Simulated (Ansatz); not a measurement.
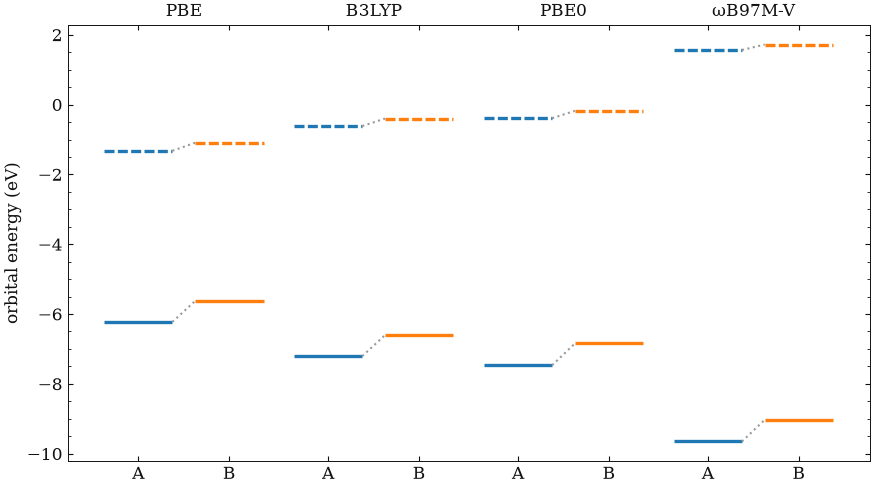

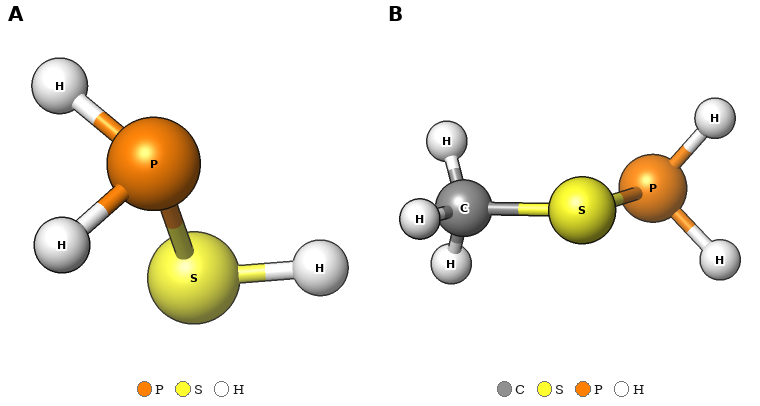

One change: A, PH₃S (SMILES PS), becomes B, CH₅PS (SMILES CSP). H on S is replaced by CH₃. HOMO (solid) and LUMO (dashed) computed in def2-TZVPP at PBE0-D4/def2-TZVP geometries, both minima by their frequencies, gas phase, the Ansatz code 0.2.0. Empty levels above zero depend strongly on the basis.

> What does the change do to HOMO and LUMO?

PBE: the HOMO rises by 0.60 eV, the LUMO rises by 0.23 eV, and the separation goes from 4.90 to 4.53 eV. B3LYP: the HOMO rises by 0.60 eV, the LUMO rises by 0.21 eV, and the separation goes from 6.59 to 6.20 eV. PBE0: the HOMO rises by 0.62 eV, the LUMO rises by 0.21 eV, and the separation goes from 7.07 to 6.66 eV. ωB97M-V: the HOMO rises by 0.62 eV, the LUMO rises by 0.16 eV, and the separation goes from 11.21 to 10.75 eV.

> Do the functionals agree on the effect?

They agree on the direction for both levels; the HOMO shift lies between 0.60 and 0.62 eV and the LUMO shift between 0.16 and 0.23 eV, while the separations themselves differ by up to 6.3 eV between functionals.
